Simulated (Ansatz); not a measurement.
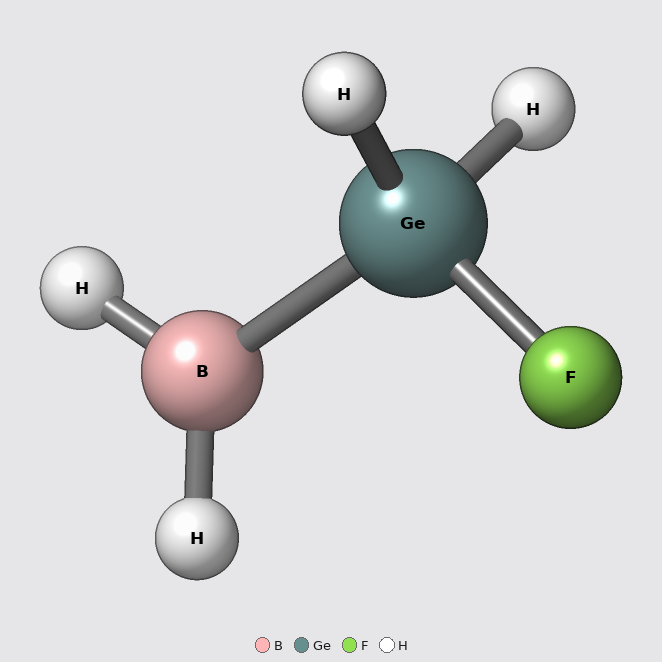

The picture shows a molecular structure as a ball-and-stick model. Every bond is drawn as one stick, whatever its order.

Which formula does it have?

Answer. BFGeH₄, 7 atoms: 1 boron, 1 fluorine, 1 germanium and 4 hydrogen.

Write the SMILES.

Answer. [BH2][GeH2][F]

Which point group does it belong to?

Answer. Cs.

How many atoms are distinct by symmetry?

Answer. 6: 1 B, 1 Ge, 1 F, 1 H, 1 H, 2 H.

More results for the same structure follow; atom numbers are the same in all pictures, views and colours differ. The computed structure is the end point of a PBE0-D4/def2-TZVP optimisation.

Geometry

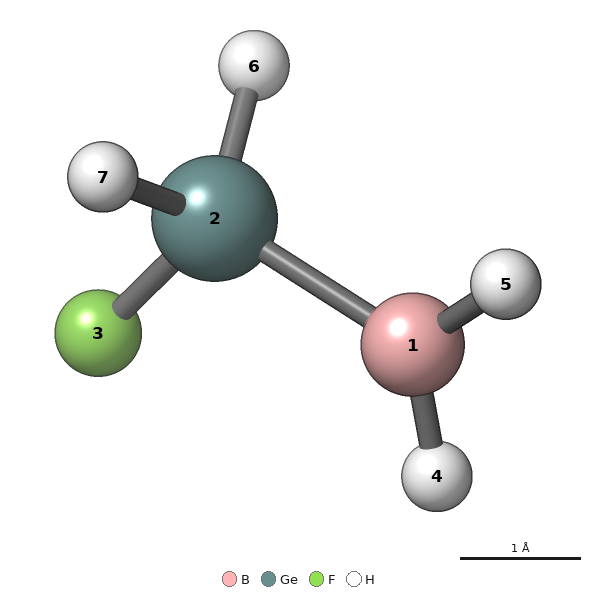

The atoms are numbered.

Give the bond lengths.

```csv
bond,length (Å)
B1–Ge2,2.052
B1–H4,1.192
B1–H5,1.194
Ge2–F3,1.751
Ge2–H6,1.541
Ge2–H7,1.541
```

Electronic properties

Method: RKS ωB97M-V/def2-TZVPP (Ansatz 0.2.0).

Predict the main results.

- dipole moment: 2.40 D
- HOMO energy (Kohn–Sham orbital): −10.75 eV
- LUMO energy (Kohn–Sham orbital): −0.82 eV
- HOMO–LUMO gap: 9.93 eV

Charges

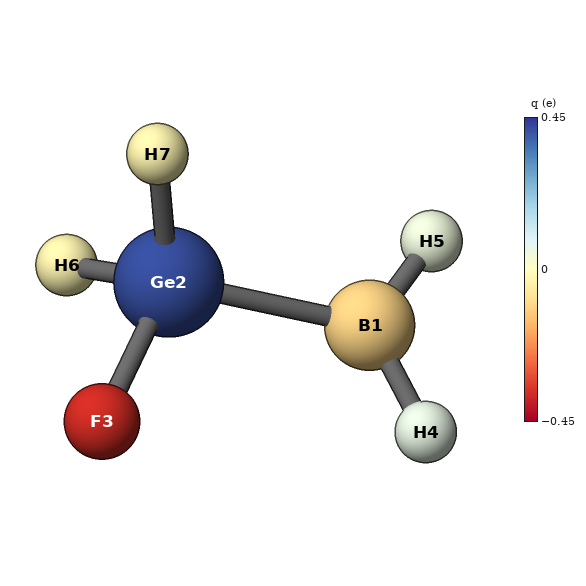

Atoms are coloured by their Mulliken charges. Level of theory: RKS PBE-D4/def2-TZVPP (Ansatz 0.2.0).

Which atom carries the highest charge (most positive or least negative)?

Answer. Ge2 (0.41 e).

And the lowest?

Answer. F3 (−0.36 e).

Give the Mulliken charges atom by atom.

```csv
atom,value (e)
B1,−0.11
Ge2,0.41
F3,−0.36
H4,0.06
H5,0.05
H6,−0.03
H7,−0.03
```

Thermal motion

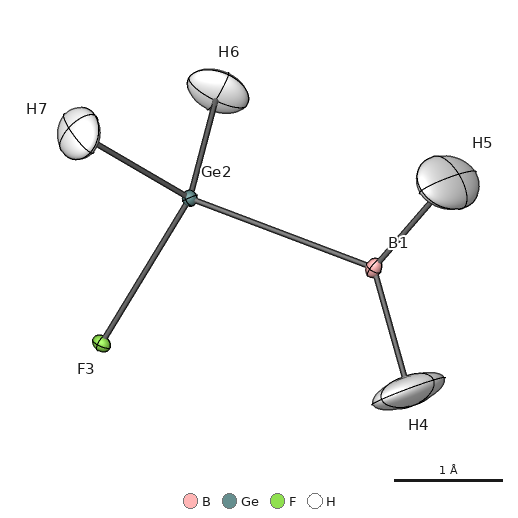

Displacement ellipsoids at the 50 % level, from the internal vibrations of the free molecule (harmonic, no overall translation or rotation; no half-axis is drawn under 0.075 Å). Vibrations computed with RKS PBE0-D4/def2-TZVP (Ansatz 0.2.0). Temperature: 200 K.

Which atom moves most?

Answer. H4, with U_eq = 0.0478 Å².

Does H4 move more along its bond or across it?

Answer. Across it: the root-mean-square amplitude is 0.093 Å along the bond and up to 0.313 Å across, since bending and torsion are softer than stretching.

List U_eq and the three principal root-mean-square amplitudes for each kind of atom.

| atom | U_eq (Å²) | rms amplitudes (Å) |
| --- | --- | --- |
| B1 | 0.0023 | 0.024, 0.046, 0.065 |
| Ge2 | 0.00021 | 0.009, 0.010, 0.021 |
| F3 | 0.0017 | 0.021, 0.032, 0.061 |
| H4 | 0.0478 | 0.090, 0.193, 0.313 |
| H5 | 0.0448 | 0.096, 0.180, 0.304 |
| H6, H7 | 0.0226 | 0.089, 0.150, 0.193 |

Mulliken values depend strongly on the basis set and can even reverse the polarity of a bond.
